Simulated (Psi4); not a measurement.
# UDSD-PBEP86/aug-cc-pVDZ (density fitting for correlation) run of SiCNF2 (SMILES N#C[Si](F)F)

Aim: the vertical ionisation energy of SiCNF2 at UDSD-PBEP86/aug-cc-pVDZ (density fitting for correlation), from 2 runs. 

The results are computed with Psi4 1.11.

6 further runs of the same task are left out: 6 that didn't finish.

## 1. Starting point

SiCNF2 has 5 atoms, charge 0, and is taken as a doublet. As SMILES, `N#C[Si](F)F`. The coordinates come from a PBE0-D4/def2-TZVP relaxation.

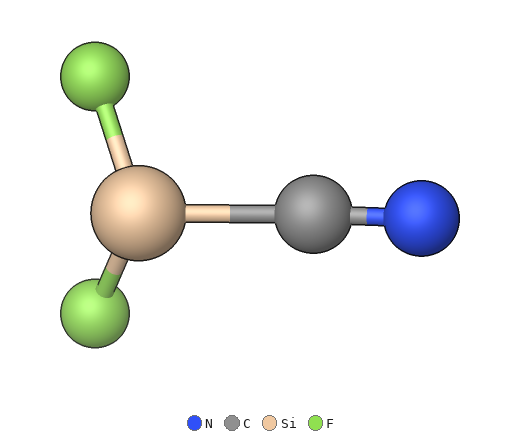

Viewed from a chosen angle; nitrogen blue, carbon grey, silicon light orange, fluorine green.

## 2. A single-point energy at UDSD-PBEP86/aug-cc-pVDZ (density fitting for correlation)

File input.in:

```
memory 2200 mb

molecule {
  0 2
  N      1.426100    -1.103800     1.364300
  C      0.743000    -0.566400     0.607500
  Si    -0.192800     0.214100    -0.773500
  F     -1.655600    -0.382400    -0.757500
  F     -0.270900     1.764900    -0.482300
  symmetry c1
  no_reorient
  no_com
}

set globals {
  basis aug-cc-pVDZ
  reference uks
  puream true
  e_convergence 1e-09
  d_convergence 1e-08
  scf_type pk
  dft_radial_points 99
  dft_spherical_points 590
  num_frozen_docc 9
  maxiter 100
}

energy_value, wavefunction = energy("dsd-pbep86", return_wfn=True)
```

On the command line:

```sh
$ psi4 -i input.in -o input.out -n 1
```

input.out:

```text
[...]
  Running in c1 symmetry.
[...]
  Nuclear repulsion =  200.026103011271260
[...]
  Multiplicity = 2
[...]
  Nalpha       = 23
  Nbeta        = 22
[...]
    Number of basis functions: 119
[...]
   @UKS iter   1:  -580.77690997521074   -9.81553e-01   4.96163e-03 ADIIS/DIIS
[...]
   @UKS iter  18:  -580.96170046901159   -1.48930e-11   9.85088e-09 DIIS
[...]
   @S^2 Observed:                7.535352069E-01
[...]
    Orbital Energies [Eh]
    ---------------------
    Alpha Occupied:
       1A    -68.019769     2A    -25.795716     3A    -25.795711
       4A    -15.193214     5A    -10.925798     6A     -5.993237
       7A     -4.186378     8A     -4.182480     9A     -4.181169
      10A     -1.528522    11A     -1.509465    12A     -1.156367
      13A     -0.801551    14A     -0.703780    15A     -0.695659
      16A     -0.665322    17A     -0.634605    18A     -0.627027
      19A     -0.615436    20A     -0.531963    21A     -0.480675
      22A     -0.472767    23A     -0.381110
    Alpha Virtual:
      24A      0.014290    25A      0.014595    26A      0.037126
[...]
  @UKS Final Energy:  -580.96170046901159
   => Energetics <=
    Nuclear Repulsion Energy =            200.0261030112712604
    One-Electron Energy =               -1201.4167392711137836
    Two-Electron Energy =                 435.8113372022612566
    DFT Exchange-Correlation Energy =     -15.3824014114303385
    Empirical Dispersion Energy =           0.0000000000000000
    VV10 Nonlocal Energy =                  0.0000000000000000
    Total Energy =                       -580.9617004690115891
[...]
 Multipole Moments:
 ------------------------------------------------------------------------------------
     Multipole            Electronic (a.u.)      Nuclear  (a.u.)        Total (a.u.)
 ------------------------------------------------------------------------------------
 L = 1.  Multiply by 2.5417464519 to convert [e a0] to [Debye]
 Dipole X            :         10.3960700          -10.5767971           -0.1807272
 Dipole Y            :         -7.9183042            8.1539793            0.2356750
 Dipole Z            :         15.6848402          -16.6146611           -0.9298208
 Magnitude           :                                                    0.9761003
[...]
```

Wall time 30 s (1 thread of Intel Xeon 6975P-C (Granite Rapids), shared host); peak memory 0.72 GiB.

## 3. The singlet cation at the same level

File calc.py:

```python
import psi4

psi4.set_memory(2200000000)
psi4.set_num_threads(1)
psi4.set_output_file('cf2nsi.out', False)

geom = psi4.geometry("""
1 1
N      1.426100    -1.103800     1.364300
C      0.743000    -0.566400     0.607500
Si    -0.192800     0.214100    -0.773500
F     -1.655600    -0.382400    -0.757500
F     -0.270900     1.764900    -0.482300
units angstrom
symmetry c1
no_reorient
no_com
""")

psi4.set_options({
    'reference': 'rks',
    'puream': True,
    'e_convergence': 1e-09,
    'd_convergence': 1e-08,
    'scf_type': 'pk',
    'dft_radial_points': 99,
    'dft_spherical_points': 590,
    'num_frozen_docc': 9,
})

E, wfn = psi4.energy('dsd-pbep86/aug-cc-pVDZ', molecule=geom, return_wfn=True)
print(f'dsd-pbep86/aug-cc-pVDZ energy: {E:.10f} Eh')
```

On the command line:

```sh
$ python calc.py
```

cf2nsi.out:

```text
[...]
  Running in c1 symmetry.
[...]
  Nuclear repulsion =  200.026103011271260
[...]
  Multiplicity = 1
[...]
  Nalpha       = 22
  Nbeta        = 22
[...]
    Number of basis functions: 119
[...]
   @RKS iter   1:  -580.39499943753333   -5.99642e-01   4.91050e-03 DIIS/ADIIS
[...]
   @RKS iter  13:  -580.56607902236249   -1.17097e-11   7.74195e-09 DIIS
[...]
    Orbital Energies [Eh]
    ---------------------
    Doubly Occupied:
       1A    -68.364046     2A    -26.057541     3A    -26.057532
       4A    -15.434683     5A    -11.164803     6A     -6.326017
       7A     -4.519335     8A     -4.516570     9A     -4.515112
      10A     -1.775988    11A     -1.756022    12A     -1.380431
      13A     -1.042052    14A     -0.943495    15A     -0.934231
      16A     -0.900359    17A     -0.869926    18A     -0.867924
      19A     -0.861102    20A     -0.742803    21A     -0.692847
      22A     -0.691473
[...]
  @RKS Final Energy:  -580.56607902236249
   => Energetics <=
    Nuclear Repulsion Energy =            200.0261030112712604
    One-Electron Energy =               -1189.4716855207996105
    Two-Electron Energy =                 424.1482135927254831
    DFT Exchange-Correlation Energy =     -15.2687101055596415
    Empirical Dispersion Energy =           0.0000000000000000
    VV10 Nonlocal Energy =                  0.0000000000000000
    Total Energy =                       -580.5660790223624872
[...]
 Multipole Moments:
 ------------------------------------------------------------------------------------
     Multipole            Electronic (a.u.)      Nuclear  (a.u.)        Total (a.u.)
 ------------------------------------------------------------------------------------
 L = 1.  Multiply by 2.5417464519 to convert [e a0] to [Debye]
 Dipole X            :         10.7587366          -10.5767971            0.1819395
 Dipole Y            :         -8.0016950            8.1539793            0.1522843
 Dipole Z            :         14.3728608          -16.6146611           -2.2418003
 Magnitude           :                                                    2.2543205
[...]
```

Standard output:

```text
dsd-pbep86/aug-cc-pVDZ energy: -580.9782804742 Eh
```

It took 18 s on 1 thread of Intel Xeon 6975P-C (Granite Rapids), shared host; peak memory 0.72 GiB.

## 4. Results

Level: UDSD-PBEP86/aug-cc-pVDZ (density fitting for correlation), 9 core orbitals frozen.

```
                                                                quantity          value
                                            doublet SiCNF2: total energy  -581.36427 Eh
doublet SiCNF2: HOMO energy (SCF part's orbitals) (highest over α and β)      -10.37 eV
 doublet SiCNF2: LUMO energy (SCF part's orbitals) (lowest over α and β)       -1.72 eV
                                                    doublet SiCNF2: ⟨S²⟩          0.754
                                            singlet cation: total energy  -580.97828 Eh
                       singlet cation: HOMO energy (SCF part's orbitals)      -18.82 eV
                       singlet cation: LUMO energy (SCF part's orbitals)      -10.96 eV
                     singlet cation: HOMO–LUMO gap (SCF part's orbitals)        7.85 eV
                      vertical ionisation energy (to the singlet cation)      10.503 eV
```

Removing an electron at fixed nuclei costs 10.50 eV (242 kcal/mol). Only the singlet of the ionised species was computed; a triplet could lie lower.
